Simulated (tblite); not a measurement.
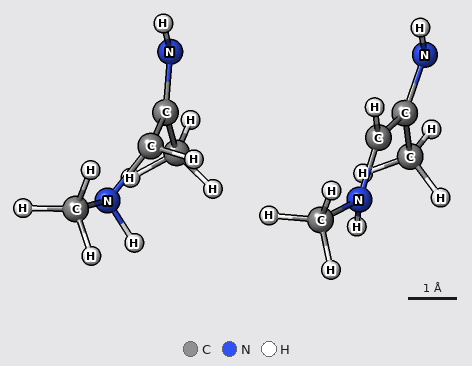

Two geometries of C$_{4}$H$_{9}$N$_{2}$ (multiplicity 2), drawn at one scale. One is the start of a relaxation, the other its converged end. A ball-and-stick model, seen from a free direction.

The calculation used GFN2-xTB geometry optimisation, gas phase in tblite. 

**Which one is relaxed?**

The right one is the relaxed one. The atom that moves furthest after the best rigid fit is an H atom (1.59 Å). By element the largest moves are H 1.59 Å, N 0.41 Å, C 0.30 Å. Some distances before and after: C–N 1.459 → 1.363 Å, C–C 1.488 → 1.402 Å, H–N 1.073 → 1.009 Å, C–H 1.112 → 1.081 Å. Among the angles between lasting bonds that change: C–N–C 106.3° → 122.8°, N–C–C 113.2° → 124.4°, C–N–H 119.6° → 113.2°. Over 85 geometry steps the energy falls by 180.2 kJ/mol. Cost: 1.1 s on 1 thread of AMD EPYC, on a shared host.
